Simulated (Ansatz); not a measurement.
# What LiBe (Pm-3m) distorts into, part 2 of 2

Which phase does LiBe (Pm-3m) fall into along its unstable mode, and how much energy does it gain?

Ansatz 0.2.0; DFT PBEsol, scalar-relativistic, plane waves, PAW; PAW set soft_1.

So far, highest frequency on the path or at a solved wavevector (cm⁻¹): step 2 (response at finite wavevector) 560. Also lowest frequency on the path (cm⁻¹): step 2 -91.6.

### 6. Relaxing from the distorted cell

Starting from the lowest point found, all atoms and the cell are let go, so that strain and other modes of the same symmetry can join in.

Input file input.yaml:

```yaml
crystal:
  lattice:
    - [-2.8019923598, 0.0, 0.0]
    - [0.0, -2.8019923598, -2.8019923598]
    - [0.0, -2.8019923598, 2.8019923598]
  atoms:
    - { symbol: Li, position: [0.0, 0.496015381, 0.5334705251] }
    - { symbol: Li, position: [0.0, 1.003984619, 0.9665294749] }
    - { symbol: Be, position: [0.5, -0.0065631009, 0.4448704044] }
    - { symbol: Be, position: [0.5, 0.5065631009, 0.0551295956] }
kpoints:
  mp_grid: { grid: [16, 10, 10] }
hamiltonian:
  xc: pbesol
  pseudopotentials: { kind: paw, azcp: { folder: soft_1 }, xc_functional: pbe }
scf:
  occupations: { method: methfessel_paxton, width: 0.2 }
output:
  forces: true
  stress: true
  eigenvalues: true
relax:
  adjacent_minimum: "off"
  f_tol: 0.002
  max_steps: 120
  cell: { stress_tol: 0.03 }
```

Command:

```
$ ansatz run input.yaml --threads 4 --pin off --max-ram 10240MiB --backend cpu --events-out ev --progress --plain --runs-dir out
```

Numbers of over 12 decimals in the logs are rounded to 6 here.

The program printed:

```text
[...]
Crystal: 4 atoms, lattice volume = 43.998 Å³
Basis set: ecut = 420 eV, 865 PW (Γ), exchange–correlation on 40×54×54 points (8 copies of the dense FFT grid, shifted against one another)
Bands: 9, of which v1, the nominal top of the filled ones, is band 5 counted from 1 (4 counted from 0)
Symmetry: 4 space group operations
[...]
k-points: 468 of 1600
[...]
SCF iter   1: F=—  HF=-585.281541 eV  |F-HF|=—  |Δ(HF+E_count)|=         —  Δρ=1.03e-2  dr2=5.84e-2  ethr=3.10e-3  ⟨swp⟩=5.1  Hψ=26501  notcnv=0
[...]
SCF iter   7: F=-585.225552 eV  HF=-585.225552 eV  |F-HF|=7.08e-9  |Δ(HF+E_count)|=   2.08e-7  S|Δr|=    0.00e0  Δρ=3.70e-6  dr2=1.23e-8  ethr=1.00e-9  ⟨swp⟩=4.7  Hψ=15336  notcnv=0
SCF 1 converged in 7 iterations: F = -585.225552 eV  dr2 = 1.23e-8
[...]
relax step   1: F+E_penalty+E_count = -585.22555235 eV  Δ(F+E_penalty+E_count) = +0.000e0 eV  max|allowed force component| = 2.565e-2 eV/Å  Δτ_max = 0.0000 Å  P = +0.688 GPa  Ω = 43.998 Å³  (7 SCF iters, dr2 threshold 1.00e-7 eV, accepted)
Crystal: 4 atoms, lattice volume = 44.377 Å³
Basis set: ecut = 420 eV, 889 PW (Γ), exchange–correlation on 40×54×54 points (8 copies of the dense FFT grid, shifted against one another)
[...]
iter 1 solved again at ethr=5.56e-6 eV; its pass at ethr=3.10e-3 eV (dr2=5.56e-4 eV) is discarded
[...]
SCF iter   5: F=-585.245831 eV  HF=-585.245831 eV  |F-HF|=2.77e-8  |Δ(HF+E_count)|=   8.50e-7  S|Δr|=    0.00e0  Δρ=1.16e-5  dr2=2.71e-8  ethr=4.00e-9  ⟨swp⟩=4.6  Hψ=19045  notcnv=0
SCF 2 converged in 5 iterations: F = -585.245831 eV  dr2 = 2.71e-8
relax step   2: F+E_penalty+E_count = -585.24583117 eV  Δ(F+E_penalty+E_count) = -2.028e-2 eV  max|allowed force component| = 7.853e-2 eV/Å  Δτ_max = 0.0223 Å  P = +0.294 GPa  Ω = 44.377 Å³  energy of the carried Pulay correction = -1.892e-5 eV  (5 SCF iters, dr2 threshold 4.00e-7 eV, accepted)
Crystal: 4 atoms, lattice volume = 44.859 Å³
Basis set: ecut = 420 eV, 875 PW (Γ), exchange–correlation on 40×54×54 points (8 copies of the dense FFT grid, shifted against one another)
[...]
SCF iter   5: F=-585.337211 eV  HF=-585.337211 eV  |F-HF|=1.37e-7  |Δ(HF+E_count)|=   1.90e-6  S|Δr|=    0.00e0  Δρ=1.42e-5  dr2=2.06e-7  ethr=4.00e-9  ⟨swp⟩=5.3  Hψ=21990  notcnv=0
SCF 3 converged in 5 iterations: F = -585.337211 eV  dr2 = 2.06e-7
relax step   3: F+E_penalty+E_count = -585.33721124 eV  Δ(F+E_penalty+E_count) = -9.138e-2 eV  max|allowed force component| = 1.378e-1 eV/Å  Δτ_max = 0.1275 Å  P = +0.084 GPa  Ω = 44.859 Å³  energy of the carried Pulay correction = -4.273e-5 eV  (5 SCF iters, dr2 threshold 4.00e-7 eV, accepted)
[... from here on, the SCF cycles and remarks between the steps are left out ...]
relax step   4: F+E_penalty+E_count = -585.48293706 eV  Δ(F+E_penalty+E_count) = -1.457e-1 eV  max|allowed force component| = 1.645e-1 eV/Å  Δτ_max = 0.1365 Å  P = +0.655 GPa  Ω = 44.570 Å³  energy of the carried Pulay correction = -2.847e-5 eV  (5 SCF iters, dr2 threshold 4.00e-7 eV, accepted)
relax step   5: F+E_penalty+E_count = -585.58243319 eV  Δ(F+E_penalty+E_count) = -9.950e-2 eV  max|allowed force component| = 1.852e-1 eV/Å  Δτ_max = 0.1245 Å  P = +0.161 GPa  Ω = 44.022 Å³  energy of the carried Pulay correction = -1.190e-6 eV  (6 SCF iters, dr2 threshold 4.00e-7 eV, accepted)
relax step   6: F+E_penalty+E_count = -585.51692235 eV  Δ(F+E_penalty+E_count) = +6.551e-2 eV  max|allowed force component| = 5.804e-1 eV/Å  Δτ_max = 0.0951 Å  P = +0.466 GPa  Ω = 44.090 Å³  energy of the carried Pulay correction = -4.629e-6 eV  (6 SCF iters, dr2 threshold 4.00e-7 eV, rejected (line search))
relax step   7: F+E_penalty+E_count = -585.61539169 eV  Δ(F+E_penalty+E_count) = -3.296e-2 eV  max|allowed force component| = 1.031e-1 eV/Å  Δτ_max = 0.0222 Å  P = +0.254 GPa  Ω = 43.952 Å³  energy of the carried Pulay correction = +2.282e-6 eV  (8 SCF iters, accepted)
relax step   8: F+E_penalty+E_count = -585.57544417 eV  Δ(F+E_penalty+E_count) = +3.995e-2 eV  max|allowed force component| = 3.761e-1 eV/Å  Δτ_max = 0.0946 Å  P = -0.780 GPa  Ω = 44.775 Å³  energy of the carried Pulay correction = -3.859e-5 eV  (6 SCF iters, dr2 threshold 4.00e-7 eV, rejected (line search))
relax step   9: F+E_penalty+E_count = -585.62747791 eV  Δ(F+E_penalty+E_count) = -1.209e-2 eV  max|allowed force component| = 7.320e-3 eV/Å  Δτ_max = 0.0236 Å  P = +0.110 GPa  Ω = 44.115 Å³  energy of the carried Pulay correction = -5.849e-6 eV  (8 SCF iters, accepted)
relax step  10: F+E_penalty+E_count = -585.62981162 eV  Δ(F+E_penalty+E_count) = -2.334e-3 eV  max|allowed force component| = 6.097e-3 eV/Å  Δτ_max = 0.0024 Å  P = -0.049 GPa  Ω = 44.254 Å³  energy of the carried Pulay correction = -1.278e-5 eV  (4 SCF iters, dr2 threshold 4.00e-7 eV, accepted)
relax step  11: F+E_penalty+E_count = -585.63000362 eV  Δ(F+E_penalty+E_count) = -1.920e-4 eV  max|allowed force component| = 1.065e-3 eV/Å  Δτ_max = 0.0019 Å  P = +0.041 GPa  Ω = 44.178 Å³  energy of the carried Pulay correction = -9.023e-6 eV  (4 SCF iters, dr2 threshold 1.87e-7 eV, accepted)
relax step  12: F+E_penalty+E_count = -585.63000831 eV  Δ(F+E_penalty+E_count) = -4.696e-6 eV  max|allowed force component| = 4.577e-4 eV/Å  Δτ_max = 0.0003 Å  P = -0.002 GPa  Ω = 44.214 Å³  energy of the carried Pulay correction = -1.079e-5 eV  (4 SCF iters, dr2 threshold 1.05e-8 eV, accepted)
relax step  13: F+E_penalty+E_count = -585.63273699 eV  Δ(F+E_penalty+E_count) = -2.729e-3 eV  max|allowed force component| = 5.635e-4 eV/Å  Δτ_max = 0.0000 Å  P = +0.065 GPa  Ω = 44.214 Å³  stress off target by 1.79e-1 GPa  SCF on the basis re-selected at this cell (its energy is not comparable with the rows above)  (6 SCF iters)
relax step  14: F+E_penalty+E_count = -585.63278607 eV  Δ(F+E_penalty+E_count) = -4.908e-5 eV  max|allowed force component| = 5.784e-4 eV/Å  Δτ_max = 0.0007 Å  P = +0.006 GPa  Ω = 44.276 Å³  energy of the carried Pulay correction = -3.319e-6 eV  (3 SCF iters, dr2 threshold 8.00e-8 eV, accepted)
[...]
SCF iter   5: F=-585.632789 eV  HF=-585.632789 eV  |F-HF|=7.96e-13  |Δ(HF+E_count)|=  2.96e-12  S|Δr|=    0.00e0  Δρ=7.10e-8  dr2=6.64e-13  ethr=1.00e-12  ⟨swp⟩=4.2  Hψ=13457  notcnv=0
SCF 15 converged in 5 iterations: F = -585.632789 eV  dr2 = 6.64e-13
relax step  15: F+E_penalty+E_count = -585.63278888 eV  Δ(F+E_penalty+E_count) = -2.811e-6 eV  max|allowed force component| = 5.678e-4 eV/Å  Δτ_max = 0.0000 Å  P = +0.006 GPa  Ω = 44.276 Å³  stress off target by 2.60e-2 GPa  SCF on the basis re-selected at this cell (its energy is not comparable with the rows above)  (5 SCF iters)
[...]
SCF converged after 5 iterations
[...]
Free energy (F): -585.632789 eV
[...]
Internal energy: -585.630800 eV  (E = F + TS)
E sigma→0 (E₀):  -585.632292 eV
Entropy (-TS):   -0.001989 eV (-0.497 meV/atom)
Fermi energy:    3.834667 eV
[...]
--- Forces (eV/Å), atoms counted from 1 ---
  atom   1  Li    -0.00000000     0.00038344    -0.00039539
  atom   2  Li     0.00000000    -0.00038344     0.00039539
  atom   3  Be     0.00000000     0.00056783    -0.00052563
  atom   4  Be    -0.00000000    -0.00056783     0.00052563
  max |Σ_I F_I| component: 0.00e0 eV/Å
--- Stress (GPa, compression-positive) ---
       -0.018678       0.000000       0.000000
        0.000000       0.018079       0.007938
        0.000000       0.007938       0.018118
  P = ⅓ Tr σ = 0.0058 GPa (0.058 kbar)
--- Band table (eV; the first three rows and the last of 468) ---
[...]
--- Relaxed structure (13 steps of the walk, 11 accepted, 2 SCFs on fresh bases) ---
  F+E_penalty+E_count = -585.63278888 eV   max|allowed force component| = 5.678e-4 eV/Å   (the final SCF, on the basis selected at the relaxed cell)
  cell:  # Å, volume = 44.2761 Å³
    - [-2.300833, 0.0, 0.0]
    - [0.0, -2.827654, -2.827654]
    - [0.0, -3.402733, 3.402732]
  atoms:
    - { symbol: Li, position: [0.0, 0.500000, 0.606207] }
    - { symbol: Li, position: [0.0, 1.000000, 0.893793] }
    - { symbol: Be, position: [0.500000, 8.7536313475578e-7, 0.361497] }
    - { symbol: Be, position: [0.500000, 0.499999, 0.138503] }
```

Wall time 54 s (4 threads of Arm Neoverse V1, shared host); peak memory 0.52 GiB; 3.5 min of CPU time.

The steps of the relaxation:

```csv
step,energy less that of the first step (eV),largest force component (eV/Å),pressure (GPa),volume (Å³)
1,0.0000,0.0257,0.69,44.00
2,-0.0203,0.0785,0.29,44.38
3,-0.1117,0.1378,0.08,44.86
4,-0.2574,0.1645,0.65,44.57
5,-0.3569,0.1852,0.16,44.02
6,-0.2914,0.5804,0.47,44.09
7,-0.3898,0.1031,0.25,43.95
8,-0.3499,0.3761,-0.78,44.78
9,-0.4019,0.0073,0.11,44.11
10,-0.4043,0.0061,-0.05,44.25
11,-0.4045,0.0011,0.04,44.18
12,-0.4045,0.0005,0.00,44.21
13*,-0.4072,0.0006,0.07,44.21
14,-0.4072,0.0006,0.01,44.28
15*,-0.4072,0.0006,0.01,44.28
```

Relaxation steps marked * repeat the geometry before them on a plane-wave basis chosen anew for their cell, so energy and pressure can jump there. Relaxation steps 6, 8 were tried and not accepted.

The run keeps the 4 symmetry operations that it works with, so distortions that break them were not tested.

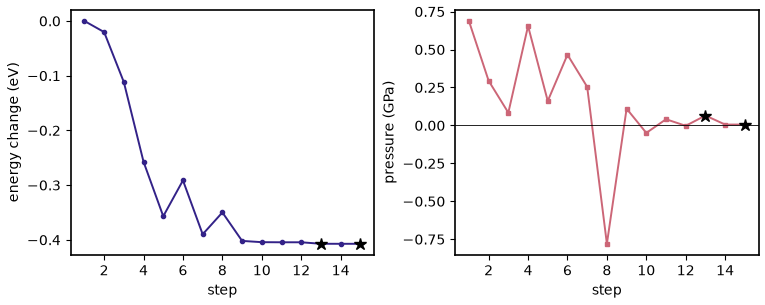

Energy and pressure along the relaxation. Stars mark steps on a basis chosen anew.

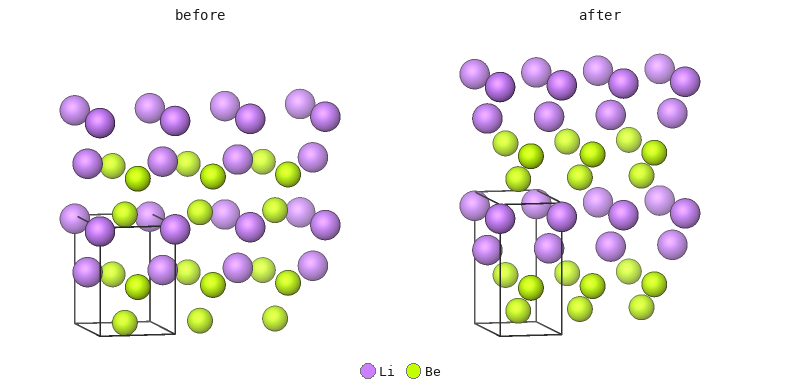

Before and after, at one scale.

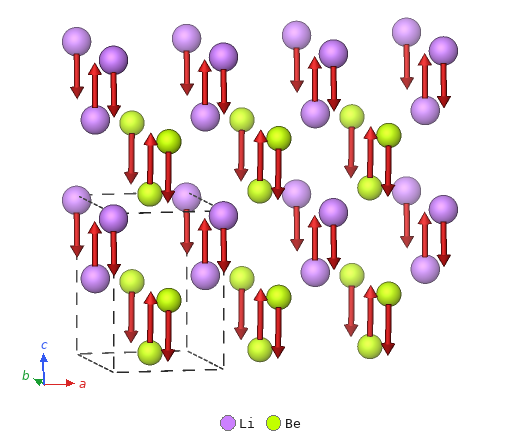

Displacements in the relaxation, exaggerated, measured against the changing cell; the longest in the cell stands for 0.40 Å. 3×1×2 cells are drawn. Some periodic images of atoms are drawn too.

```csv
cell as run,before,after,change
a (Å),2.802,2.301,-17.9 %
b (Å),3.963,3.999,+0.9 %
c (Å),3.963,4.812,+21.4 %
volume (Å³/atom),11.00,11.07,+0.6 %
```

The atoms that moved most (Å, as changes of fractional coordinates times the final cell):

```csv
atom,dx,dy,dz,length
Be4,0.000,-0.265,0.302,0.402
Be3,0.000,0.265,-0.302,0.402
Li2,0.000,0.259,-0.236,0.350
Li1,0.000,-0.259,0.236,0.350
```

Final coordinates:

```cif
data_structure
_symmetry_space_group_name_H-M 'P 1'
_symmetry_Int_Tables_number 1
_cell_length_a 2.3008
_cell_length_b 3.9989
_cell_length_c 4.8122
_cell_angle_alpha 90.000
_cell_angle_beta 90.000
_cell_angle_gamma 90.000
_cell_volume 44.28
loop_
_atom_site_label
_atom_site_type_symbol
_atom_site_fract_x
_atom_site_fract_y
_atom_site_fract_z
_atom_site_occupancy
Li1 Li 0.00000 0.50000 0.60621 1
Li2 Li 0.00000 0.00000 0.89379 1
Be3 Be 0.50000 0.00000 0.36150 1
Be4 Be 0.50000 0.50000 0.13850 1
```

This step gave:

* pressure: 0.005839 GPa
* volume per atom: 11.07 Å³

The distorted start has space group P2/m; the relaxation ends in Pmma.

### 7. The new phase in its own primitive cell

The relaxed structure is symmetrised, reduced to its primitive cell and relaxed tightly, as its phonons need.

input.yaml, the sections that differ from step 6:

```yaml
crystal:
  lattice:
    - [3.9989065079, 0.0, 0.0]
    - [0.0, 2.30083253, 0.0]
    - [0.0, 0.0, 4.8121904486]
  atoms:
    - { symbol: Li, position: [0.25, 0.0, 0.1437927288] }
    - { symbol: Li, position: [0.75, 0.0, 0.8562072712] }
    - { symbol: Be, position: [0.75, 0.5, 0.3885027029] }
    - { symbol: Be, position: [0.25, 0.5, 0.6114972971] }
kpoints:
  mp_grid: { grid: [10, 18, 10] }
relax:
  adjacent_minimum: "off"
  f_tol: 0.001
  max_steps: 60
  cell: { stress_tol: 0.01 }
# hamiltonian, scf, output: as in step 6
```

The program printed:

```text
[...]
Crystal: 4 atoms, lattice volume = 44.276 Å³
Basis set: ecut = 420 eV, 851 PW (Γ), exchange–correlation on 54×32×72 points (8 copies of the dense FFT grid, shifted against one another)
Bands: 9, of which v1, the nominal top of the filled ones, is band 5 counted from 1 (4 counted from 0)
Symmetry: 8 space group operations
[...]
k-points: 360 of 1800
[...]
--- Relaxed structure (3 steps of the walk, 3 accepted, 1 SCFs on fresh bases) ---
[...]
cell:  # Å, volume = 44.2429 Å³
    - [4.003027, 0, 1.122038288409945e-19]
    - [0, 2.300275, 0]
    - [1.3502346013298826e-19, 0, 4.804799]
  atoms:
    - { symbol: Li, position: [0.25, 0, 0.143648] }
    - { symbol: Li, position: [0.750000, 0, 0.856352] }
    - { symbol: Be, position: [0.750000, 0.5, 0.388208] }
    - { symbol: Be, position: [0.25, 0.5, 0.611792] }
[key lines of the parts left out:]
SCF converged after 4 iterations
Free energy (F): -585.634229 eV
Fermi energy:    3.852973 eV
P = ⅓ Tr σ = 0.0014 GPa (0.014 kbar)
```

It took 10 s on 4 threads; peak memory 0.47 GiB; 38 s of CPU time.

Relaxation path:

```csv
step,energy less that of the first step (eV),largest force component (eV/Å),pressure (GPa),volume (Å³)
1,0.0000,0.0022,-0.02,44.28
2,0.0000,0.0039,0.00,44.25
3,-0.0001,0.0002,0.00,44.24
4*,0.0000,0.0002,0.00,44.24
```

Relaxation steps marked * repeat the geometry before them on a plane-wave basis chosen anew for their cell, so energy and pressure can jump there.

Forces are held to the 8 operations that the run works with; a distortion that breaks them can't arise in this run.

```csv
"conventional cell, symmetrised",before,after,change
a (Å),3.999,4.003,+0.1 %
b (Å),2.301,2.300,-0.0 %
c (Å),4.812,4.805,-0.2 %
volume (Å³/atom),11.07,11.06,-0.1 %
```

Numbers from this step:

```yaml
pressure: 0.001359 GPa
volume_per_atom: 11.06 Å³
```

The largest force component left is 0.17 meV/Å and the pressure is 0.001 GPa, within the tolerances set. The cell now holds 11.06 Å³/atom.

### 8. Modes of the new phase, k-mesh 10×18×10

A relaxed structure may still be a saddle point, so its zone-centre modes are computed. No field response is asked, since the mesh shows no gap.

input.yaml, the sections that differ from step 7:

```yaml
crystal:
  lattice:
    - [4.0030274255, 0.0, 0.0]
    - [0.0, 2.3002754364, 0.0]
    - [0.0, 0.0, 4.8047990664]
  atoms:
    - { symbol: Li, position: [0.25, 0.0, 0.143647831] }
    - { symbol: Li, position: [0.75, 0.0, 0.856352169] }
    - { symbol: Be, position: [0.75, 0.5, 0.3882084974] }
    - { symbol: Be, position: [0.25, 0.5, 0.6117915026] }
output:
  eigenvalues: true
phonons:
  method: dfpt
# kpoints, hamiltonian, scf: as in step 7
# relax: removed
```

The program printed:

```text
zone centre: on kpoints.mp_grid the ground state, and the responses unless they are solved on pairs of k-points, stand on 360 of the mesh's 1800 k-points, reduced under 4 symmetry operations, with k and −k counted as one. Each operation leaves every solved displacement unchanged or reverses it
[...]
Crystal: 4 atoms, lattice volume = 44.243 Å³
Basis set: ecut = 420 eV, 851 PW (Γ), exchange–correlation on 60×32×72 points (8 copies of the dense FFT grid, shifted against one another)
Bands: 9, of which v1, the nominal top of the filled ones, is band 5 counted from 1 (4 counted from 0)
Symmetry: 8 space group operations
k-points: 360 of 1800 (irreducible under 4 space group operations, time reversal used)
[...]
SCF iter   1: F=—  HF=-585.688354 eV  |F-HF|=—  |Δ(HF+E_count)|=         —  Δρ=9.06e-3  dr2=7.56e-2  ethr=3.10e-3  ⟨swp⟩=5.1  Hψ=20858  notcnv=0
[...]
SCF iter   8: F=-585.634229 eV  HF=-585.634229 eV  |F-HF|=3.75e-12  |Δ(HF+E_count)|=  5.67e-11  S|Δr|=    0.00e0  Δρ=8.59e-8  dr2=6.30e-12  ethr=1.00e-12  ⟨swp⟩=4.1  Hψ=12938  notcnv=0
SCF 1 converged in 8 iterations: F = -585.634229 eV  dr2 = 6.30e-12
[...]
DFPT response loops at Γ: preconditioner auto → Kerker (q_TF=auto, 2.129 Å⁻¹) (partly filled bands, converged f_vac=0.000); β = 1.00, the filter's whole step (`scf.mixing.beta` (0.50) is not read by the response loops under this deck's `scf.mixing.preconditioner`; to damp them name `kerker` or `kerker_dos`, under which they read `scf.mixing.beta`, and type it under 1.00, their step now; both keys bind the ground state too); Broyden in place of MSR1
SCF converged after 8 iterations
[...]
Free energy (F): -585.634229 eV
[...]
Internal energy: -585.634887 eV  (E = F + TS)
E sigma→0 (E₀):  -585.634393 eV
Entropy (-TS):   0.000658 eV (0.165 meV/atom)
Fermi energy:    3.852973 eV
[...]
--- Band table (eV; the first three rows and the last of 360) ---
[...]
--- Phonons (Γ-DFPT): 6 representative perturbations + reference, on 360 of 1800 k-points (Σ response iterations 18) ---
  k mesh reduced under 4 symmetry operations, with k and −k counted as one. Each operation leaves every solved displacement unchanged or reverses it
  ASR residual: 4.313e-5 → 0.000e0 eV/Å²; symmetrization residual: 3.160e-7 eV/Å²
  ASR residual per site (eV/Å²): 1.31e-5 1.31e-5 4.31e-5 4.31e-5
  Γ frequencies (cm⁻¹): -310.35 0.00 0.00 0.00 202.77 323.12 366.93 396.55 416.39 422.84 456.31 548.34
  non-analytic LO–TO correction: not included (Born effective charges unavailable; polar crystals: no LO–TO splitting at Γ)
```

Elapsed: 20 s, on 4 threads; peak memory 0.81 GiB; 73 s of CPU time.

Numbers from this step:

```
sum-rule residual before enforcement                    : 4.31e-5 eV/Å²
point group                                             : mmm
highest optical mode at the zone centre (no LO-TO term) : 548.3 cm⁻¹
lowest optical zone-centre mode                         : -310.4 cm⁻¹
```

Patterns of degenerate modes are one choice out of their space. The modes at Γ (shares of kinetic energy by element, %) (negative means imaginary):

```csv
mode,frequency (cm⁻¹),symmetry,Li %,Be %
1,-310.4,B3g,1,99
2,0.0,acoustic,44,56
3,0.0,acoustic,44,56
4,0.0,acoustic,44,56
5,202.8,B3g,99,1
6,323.1,B2u,56,44
7,366.9,Ag,32,68
8,396.6,B3u,56,44
9,416.4,B2g,62,38
10,422.8,B1u,56,44
11,456.3,Ag,68,32
12,548.3,B2g,38,62
```

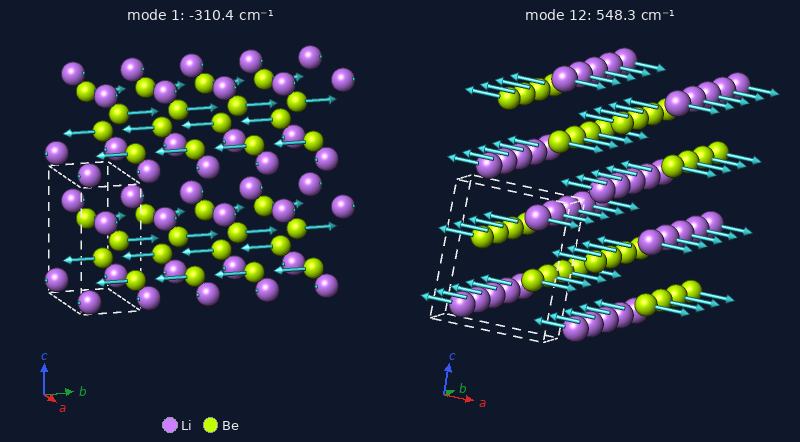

Displacement patterns of modes 1 and 12 at Γ; arrows are exaggerated. 2×4×2 cells are drawn. Some periodic images of atoms are drawn too.

Before it was imposed, the acoustic sum rule was missed by 4.3e-5 eV/Å². Small misses are needed for a sound result but don't prove that mesh and cutoff are converged. The lowest optical mode is imaginary, 310.4i cm⁻¹, so the energy falls along it.

### 9. Outcome

| Quantity | Value |
| --- | --- |
| unstable mode of the parent | q = (0, -0.5, -0.5), 92i cm⁻¹ |
| depth at the lowest point sampled | 3.67 meV/atom |
| largest atomic shift at that point | 0.22 Å |
| space group reached (within 0.01 Å) | Pmma |
| energy gained over the parent (first relaxation, on the mesh of the frozen mode) | 105 meV/atom |
| volume per atom, phase reached | 11.1 Å³ |
| lowest optical zone-centre mode, phase reached | -310 cm⁻¹ |
| highest optical mode at the zone centre (no LO-TO term), phase reached | 548 cm⁻¹ |

In words: Along this mode the structure falls into Pmma, 105 meV/atom below the parent. At the parent's cell the well is 3.675 meV/atom deep on the steps tried, with its lowest point at a shift of 0.22 Å. Relaxing atoms and cell changes the gain by +101.68 meV/atom against the lowest step (energies at zero smearing). Most of the total comes from this relaxation. The new phase still has an imaginary mode at the zone centre of its cell, so it is a saddle point on the way to a lower structure. Of the 4 patterns followed to their end from this parent, this one reaches the lowest energy. Each path keeps the symmetry of its pattern, so a lower phase may lie along a pattern not tried. With no gap, or one that is small against the smearing, the frequencies hang on the k mesh and the smearing, most of all near Kohn anomalies. The phonon runs are without spin polarisation, although the cell has an odd electron count. The PAW files were made for PBE and serve the other functionals too. A phonon run warned that its eigensolver left some bands unconverged in a pass.

[Logs are printed without paths, hosts, clocks, repeated set-up lines and the standing remarks that a program may print on its own settings, such as how far it seeks lower states.]

[Hosts, paths, dates, database ids (printed as entryN), source tags and the programs' standing remarks are cut or masked in the printed files.]
